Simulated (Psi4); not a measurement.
Geometry relaxation, with input and output: CH₅N (part 3 of 3)

CH₅N, SMILES CN; CAM-B3LYP/pcseg-1, RKS (Psi4 1.11). The geometry comes from this level: PBE0-D4/def2-TZVP.

Geometry of the input (Å):
```
C  -0.4738  -0.1384  -0.2815
N  0.8016  0.3909  0.1705
H  -0.9844  -0.8064  0.4275
H  -0.3272  -0.6907  -1.2125
H  -1.1505  0.6893  -0.5055
H  1.4480  -0.3606  0.3735
H  0.6863  0.9158  1.0279
```

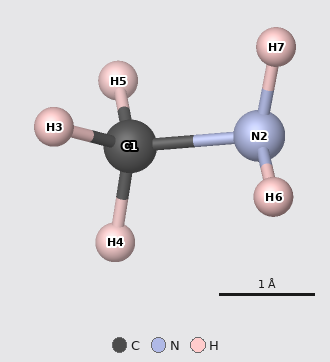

**Figure 1.** The geometry at step 1 of the log (ball-and-stick view, seen at a tilt; atoms are numbered from 1 in the order of the input).

### The program's output, continued
```
	----------------------------------------------------------------------------------------------
	   Step    Total Energy     Delta E     Max Force     RMS Force      Max Disp      RMS Disp
	----------------------------------------------------------------------------------------------
	  Convergence Criteria     1.00e-06 *    3.00e-04 *             o    1.20e-03 *             o
	----------------------------------------------------------------------------------------------
	     2     -95.78526753   -8.42e-05      8.69e-04      2.23e-04 o    3.20e-03      1.87e-03 o  ~
	----------------------------------------------------------------------------------------------

Next Geometry in Ang
	Fragment 1 (Ang)

	    C  -0.0000008295  -0.0286200767  -0.7349466501
	    N  -0.0000088116  -0.0305786097   0.7198738938
	    H  -0.0000061014   0.9681523953  -1.2104478154
	    H  -0.8801949490  -0.5713767121  -1.0994852834
	    H   0.8801983956  -0.5713728769  -1.0994798819
	    H  -0.8152139817   0.4583988767   1.0818099922
	    H   0.8151519543   0.4584622600   1.0818190481

    Structure for next step:
    Molecular point group: c1
    Full point group: C1

    Geometry (in Angstrom), charge = 0, multiplicity = 1:

    C
    N             1    1.454822
    H             1    1.104381      2  115.580181
    H             1    1.096456      3  107.675502      2  122.590235
    H             1    1.096456      4  106.789974      3 -115.405241
    H             2    1.017181      1  110.804464      5 -179.299254
    H             2    1.017179      6  106.530878      1  120.604321

gradient() will perform analytic gradient computation.

  ==> Geometry <==

    Molecular point group: c1
    Full point group: C1

    Geometry (in Angstrom), charge = 0, multiplicity = 1:

       Center              X                  Y                   Z               Mass
    ------------   -----------------  -----------------  -----------------  -----------------
         C            0.000001304414    -0.028850631463    -0.735087438282    12.000000000000
         N            0.000001304414    -0.028850631463     0.719734423952    14.003074004430
         H            0.000001304414     0.967280800627    -1.211930063234     1.007825032230
         H           -0.880199112883    -0.572090559923    -1.098890233595     1.007825032230
         H            0.880194231615    -0.572100657492    -1.098894495914     1.007825032230
         H           -0.815198007499     0.460620118483     1.081016388219     1.007825032230
         H            0.815167928941     0.460670603421     1.081016413553     1.007825032230

  Running in c1 symmetry.

  Rotational constants: A =      3.44630  B =      0.76418  C =      0.73388 [cm^-1]
  Rotational constants: A = 103317.43247  B =  22909.42422  C =  22001.23495 [MHz]
  Nuclear repulsion =   42.014117185586592

  Charge       = 0
  Multiplicity = 1
  Electrons    = 18
  Nalpha       = 9
  Nbeta        = 9

   => Molecular Quadrature <=

    Radial Scheme          =       TREUTLER
    Pruning Scheme         =           NONE
    Nuclear Scheme         =       TREUTLER

    Blocking Scheme        =         OCTREE
    BS radius alpha        =              1
    Pruning alpha          =              1
    Radial Points          =             75
    Spherical Points       =            302
    Total Points           =         152123
    Total Blocks           =           1195
    Max Points             =            255
    Max Functions          =             53
    Weights Tolerance      =       1.00E-15

   => Auxiliary Basis Set <=

  Basis Set: (PCSEG-1 AUX)
    Blend: DEF2-UNIVERSAL-JKFIT
    Number of shells: 80
    Number of basis functions: 242
    Number of Cartesian functions: 282
    Spherical Harmonics?: true
    Max angular momentum: 4

  Cached 100.0% of DFT collocation blocks in 0.220 [GiB].

  Minimum eigenvalue in the overlap matrix is 1.2679876369E-02.
  Reciprocal condition number of the overlap matrix is 2.3489928438E-03.
    Using symmetric orthogonalization.

  ==> Iterations <==

                           Total Energy        Delta E     RMS |[F,P]|

   @DF-RKS iter   0:   -95.78554347765801   -9.57855e+01   5.37775e-05
   @DF-RKS iter   1:   -95.78526990685521    2.73571e-04   1.49313e-05 DIIS
   @DF-RKS iter   2:   -95.78527008971139   -1.82856e-07   8.29693e-06 DIIS
   @DF-RKS iter   3:   -95.78527016327214   -7.35608e-08   3.02526e-06 DIIS
   @DF-RKS iter   4:   -95.78527017450001   -1.12279e-08   3.85889e-07 DIIS
   @DF-RKS iter   5:   -95.78527017489186   -3.91850e-10   1.78565e-07 DIIS
   @DF-RKS iter   6:   -95.78527017495043   -5.85629e-11   3.31975e-08 DIIS
   @DF-RKS iter   7:   -95.78527017495659   -6.16751e-12   6.19151e-09 DIIS
  Energy and wave function converged.

  ==> Post-Iterations <==

   Electrons on quadrature grid:
      Ntotal   =   18.0000157152 ; deviation = 1.572e-05

    Orbital Energies [Eh]
    ---------------------

    Doubly Occupied:

       1A    -14.361652     2A    -10.262682     3A     -0.954769
       4A     -0.734520     5A     -0.556407     6A     -0.507166
       7A     -0.468880     8A     -0.429483     9A     -0.297397

    Virtual:

      10A      0.088144    11A      0.126367    12A      0.141929
      13A      0.164039    14A      0.184389    15A      0.261511
      16A      0.469479    17A      0.497888    18A      0.509311
      19A      0.604791    20A      0.659963    21A      0.699560
      22A      0.715224    23A      0.729701    24A      0.805406
      25A      0.847161    26A      0.860343    27A      1.006197
      28A      1.374437    29A      1.410462    30A      1.422941
      31A      1.714439    32A      1.765446    33A      1.937460
      34A      1.944068    35A      1.988005    36A      1.989569
      37A      2.064202    38A      2.133232    39A      2.182417
      40A      2.245618    41A      2.334523    42A      2.428910
      43A      2.576217    44A      2.626972    45A      2.747759
      46A      2.839309    47A      2.889169    48A      2.958149
      49A      3.088110    50A      3.293039    51A      3.313044
      52A      3.344068    53A      3.519350

    Final Occupation by Irrep:
              A
    DOCC [     9 ]
    NA   [     9 ]
    NB   [     9 ]

  @DF-RKS Final Energy:   -95.78527017495659

   => Energetics <=

    Nuclear Repulsion Energy =             42.0141171855865920
    One-Electron Energy =                -211.5363359841249746
    Two-Electron Energy =                  83.9107157094364453
    DFT Exchange-Correlation Energy =     -10.1737670858546636
    Empirical Dispersion Energy =           0.0000000000000000
    VV10 Nonlocal Energy =                  0.0000000000000000
    Total Energy =                        -95.7852701749565938

Computation Completed

Properties will be evaluated at   0.000000,   0.000000,   0.000000 [a0]

Properties computed using the SCF density matrix

 Multipole Moments:

 ------------------------------------------------------------------------------------
     Multipole            Electronic (a.u.)      Nuclear  (a.u.)        Total (a.u.)
 ------------------------------------------------------------------------------------

 L = 1.  Multiply by 2.5417464519 to convert [e a0] to [Debye]
 Dipole X            :          0.0000113           -0.0000316           -0.0000203
 Dipole Y            :         -0.1583428            0.6979176            0.5395748
 Dipole Z            :          1.0237330           -1.1717543           -0.1480212
 Magnitude           :                                                    0.5595098

 ------------------------------------------------------------------------------------

	total time  =          3 seconds =       0.05 minutes

         ------------------------------------------------------------
                                   SCF GRAD
         ------------------------------------------------------------

  ==> Geometry <==

    Molecular point group: c1
    Full point group: C1

    Geometry (in Angstrom), charge = 0, multiplicity = 1:

       Center              X                  Y                   Z               Mass
    ------------   -----------------  -----------------  -----------------  -----------------
         C            0.000001304414    -0.028850631463    -0.735087438282    12.000000000000
         N            0.000001304414    -0.028850631463     0.719734423952    14.003074004430
         H            0.000001304414     0.967280800627    -1.211930063234     1.007825032230
         H           -0.880199112883    -0.572090559923    -1.098890233595     1.007825032230
         H            0.880194231615    -0.572100657492    -1.098894495914     1.007825032230
         H           -0.815198007499     0.460620118483     1.081016388219     1.007825032230
         H            0.815167928941     0.460670603421     1.081016413553     1.007825032230

  Nuclear repulsion =   42.014117185586592

   => Molecular Quadrature <=

    Radial Scheme          =       TREUTLER
    Pruning Scheme         =           NONE
    Nuclear Scheme         =       TREUTLER

    Blocking Scheme        =         OCTREE
    BS radius alpha        =              1
    Pruning alpha          =              1
    Radial Points          =             75
    Spherical Points       =            302
    Total Points           =         152123
    Total Blocks           =           1195
    Max Points             =            255
    Max Functions          =             53
    Weights Tolerance      =       1.00E-15

  -Total Gradient:
     Atom            X                  Y                   Z
    ------   -----------------  -----------------  -----------------
       1        0.000000551343     0.000040616865     0.000054216842
       2        0.000001285533     0.000069371495    -0.000036349129
       3       -0.000000287313     0.000059075216    -0.000010326952
       4       -0.000051246065    -0.000036236192     0.000029836756
       5        0.000051167673    -0.000036851324     0.000029737179
       6       -0.000036482124    -0.000049771331    -0.000033900401
       7        0.000035011373    -0.000050289282    -0.000034574301

	total time  =          0 seconds =       0.00 minutes

    			-----------------------------------------

    			 OPTKING 3.0: for geometry optimizations

    			        with contributions from

    			-----------------------------------------

	                            ===> Fragment 1 <==

	 Z (Atomic Numbers)          Masses                          Geom
	       6.000000            12.000000          0.00000246 -0.05451979 -1.38911394
	       7.000000            14.003074          0.00000246 -0.05451979  1.36010094
	       1.000000             1.007825          0.00000246  1.82789580 -2.29021590
	       1.000000             1.007825         -1.66333526 -1.08109448 -2.07660158
	       1.000000             1.007825          1.66332603 -1.08111356 -2.07660964
	       1.000000             1.007825         -1.54050097  0.87044587  2.04282491
	       1.000000             1.007825          1.54044413  0.87054127  2.04282496

	 - Coordinate -           - BOHR/RAD -       - ANG/DEG -
	 R(1,2)           =         2.749215           1.454822
	 R(1,3)           =         2.086977           1.104381
	 R(1,4)           =         2.072001           1.096456
	 R(1,5)           =         2.072002           1.096456
	 R(2,6)           =         1.922193           1.017181
	 R(2,7)           =         1.922189           1.017179
	 B(1,2,6)         =         1.933903         110.804464
	 B(1,2,7)         =         1.933903         110.804506
	 B(2,1,3)         =         2.017255         115.580181
	 B(2,1,4)         =         1.909006         109.378000
	 B(2,1,5)         =         1.909010         109.378228
	 B(3,1,4)         =         1.879292         107.675502
	 B(3,1,5)         =         1.879299         107.675893
	 B(4,1,5)         =         1.863837         106.789974
	 B(6,2,7)         =         1.859315         106.530878
	 D(3,1,2,6)       =         1.030060          59.018099
	 D(3,1,2,7)       =        -1.029997         -59.014477
	 D(4,1,2,6)       =        -1.093691         -62.663854
	 D(4,1,2,7)       =         3.129438         179.303570
	 D(5,1,2,6)       =        -3.129362        -179.299254
	 D(5,1,2,7)       =         1.093766          62.668170

	        --- Internal Coordinate Step in ANG or DEG, aJ/ANG or AJ/DEG ---
	-------------------------------------------------------------------------------
	           Coordinate      Previous         Force          Change          New
	           ----------      --------        ------          ------        ------
	               R(1,2)       1.45482        0.00086        0.00010       1.45493
	               R(1,3)       1.10438       -0.00048       -0.00007       1.10431
	               R(1,4)       1.09646       -0.00040       -0.00006       1.09639
	               R(1,5)       1.09646       -0.00041       -0.00006       1.09639
	               R(2,6)       1.01718        0.00005        0.00002       1.01720
	               R(2,7)       1.01718        0.00006        0.00002       1.01720
	             B(1,2,6)     110.80446        0.00000       -0.00520     110.79926
	             B(1,2,7)     110.80451        0.00000       -0.00514     110.79937
	             B(2,1,3)     115.58018       -0.00000       -0.00203     115.57815
	             B(2,1,4)     109.37800        0.00000        0.02019     109.39819
	             B(2,1,5)     109.37823        0.00000        0.02003     109.39826
	             B(3,1,4)     107.67550       -0.00000       -0.01456     107.66094
	             B(3,1,5)     107.67589       -0.00000       -0.01500     107.66090
	             B(4,1,5)     106.78997       -0.00000       -0.01040     106.77957
	             B(6,2,7)     106.53088       -0.00000       -0.05093     106.47995
	           D(3,1,2,6)      59.01810       -0.00000       -0.03601      58.98209
	           D(3,1,2,7)     -59.01448        0.00000        0.03381     -58.98066
	           D(4,1,2,6)     -62.66385       -0.00000       -0.03115     -62.69500
	           D(4,1,2,7)     179.30357        0.00000        0.03867     179.34224
	           D(5,1,2,6)    -179.29925       -0.00000       -0.04156    -179.34082
	           D(5,1,2,7)      62.66817        0.00000        0.02826      62.69643
	-------------------------------------------------------------------------------

	                                 ==> Convergence Check <==

	Measures of convergence in internal coordinates in au.

	Criteria marked as inactive (o), active & met (*), and active & unmet ( ).

	----------------------------------------------------------------------------------------------
	   Step    Total Energy     Delta E     Max Force     RMS Force      Max Disp      RMS Disp
	----------------------------------------------------------------------------------------------
	  Convergence Criteria     1.00e-06 *    3.00e-04 *             o    1.20e-03 *             o
	----------------------------------------------------------------------------------------------
	     3     -95.78527017   -2.65e-06      1.05e-04 *    4.35e-05 o    8.89e-04 *    4.12e-04 o  ~
	----------------------------------------------------------------------------------------------

Next Geometry in Ang
	Fragment 1 (Ang)

	    C  -0.0000015556  -0.0290120963  -0.7350288262
	    N  -0.0000030196  -0.0290970170   0.7198964505
	    H  -0.0000046079   0.9670982023  -1.2117464754
	    H  -0.8800867291  -0.5720610504  -1.0992080319
	    H   0.8800881128  -0.5720547994  -1.0992076735
	    H  -0.8149434065   0.4608901358   1.0811281740
	    H   0.8149201594   0.4609156672   1.0811313772

    Final optimized geometry and variables:
    Molecular point group: c1
    Full point group: C1

    Geometry (in Angstrom), charge = 0, multiplicity = 1:

    C
    N             1    1.454822
    H             1    1.104381      2  115.580181
    H             1    1.096456      3  107.675502      2  122.590235
    H             1    1.096456      4  106.789974      3 -115.405241
    H             2    1.017181      1  110.804464      5 -179.299254
    H             2    1.017179      6  106.530878      1  120.604321

[set-up sections that repeat, and orbital energies of the middle runs, are left out above]
```

### Trajectory as extended XYZ (Å, eV, eV/Å), 3 frames, from step=0 to step=2
```
7
Properties=species:S:1:pos:R:3:forces:R:3 step=0 energy=-2606.44762
C    -0.4738   -0.1384   -0.2815    0.0782   0.0265   0.0338
N     0.8016    0.3909    0.1705   -0.0738   0.0710  -0.2165
H    -0.9844   -0.8064    0.4275   -0.0822  -0.0907   0.0825
H    -0.3272   -0.6907   -1.2125    0.0041  -0.0661  -0.1207
H    -1.1505    0.6893   -0.5055   -0.0932   0.0959  -0.0379
H     1.4480   -0.3606    0.3735    0.1677  -0.1593   0.0583
H     0.6863    0.9158    1.0279   -0.0007   0.1226   0.2007
7
Properties=species:S:1:pos:R:3:forces:R:3 step=1 energy=-2606.44991
C    -0.4752   -0.1391   -0.2819    0.0283   0.0058   0.0212
N     0.8027    0.3913    0.1710   -0.0222   0.0035  -0.0329
H    -0.9906   -0.8102    0.4277   -0.0007   0.0004  -0.0015
H    -0.3295   -0.6925   -1.2171    0.0048   0.0023   0.0035
H    -1.1549    0.6910   -0.5081    0.0054   0.0008   0.0027
H     1.4569   -0.3606    0.3743   -0.0114  -0.0005   0.0067
H     0.6917    0.9219    1.0317   -0.0042  -0.0125   0.0005
7
Properties=species:S:1:pos:R:3:forces:R:3 step=2 energy=-2606.44998
C    -0.4746   -0.1387   -0.2818   -0.0022   0.0000  -0.0027
N     0.8024    0.3912    0.1708    0.0020   0.0024  -0.0025
H    -0.9906   -0.8100    0.4273    0.0008   0.0017  -0.0024
H    -0.3281   -0.6918   -1.2172   -0.0028   0.0006   0.0022
H    -1.1536    0.6919   -0.5081   -0.0003  -0.0036   0.0001
H     1.4540   -0.3624    0.3761    0.0004   0.0008   0.0035
H     0.6894    0.9191    1.0329    0.0022  -0.0021   0.0021
```

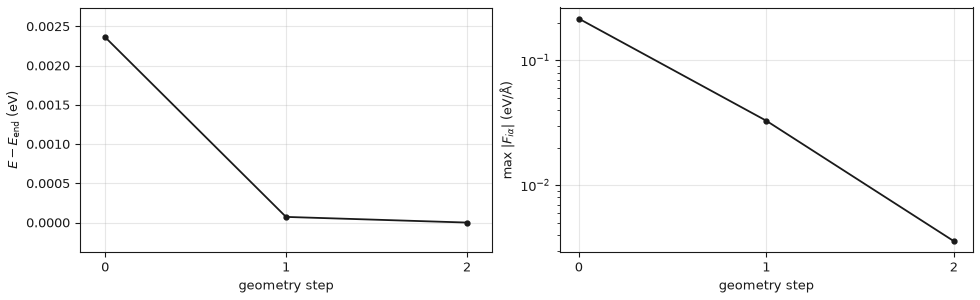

**Figure 2.** Progress of the relaxation, step by step (steps are counted from 0). Over 2 geometry steps the energy falls by 0.002 eV. The largest force component goes from 0.22 to 0.0036 eV/Å. The largest moves after the best rigid fit, 0.007 Å, are those of H3, H6 and H7. By element the largest moves are H 0.007 Å, N 0.001 Å, C 0.001 Å. Among the contacts that change: N2–H6 1.012 → 1.017 Å, C1–H3 1.100 → 1.104 Å, C1–H4 1.092 → 1.096 Å. (Atoms are counted from 1 in the order of the input.)

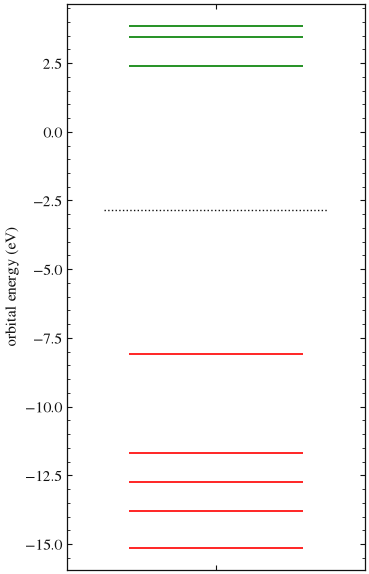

**Figure 3.** Orbital energies near the frontier; the dotted line parts filled from empty levels, and levels within 0.02 eV of each other stand side by side. Highest filled −8.09 eV, lowest empty 2.40 eV, 10.49 eV apart.
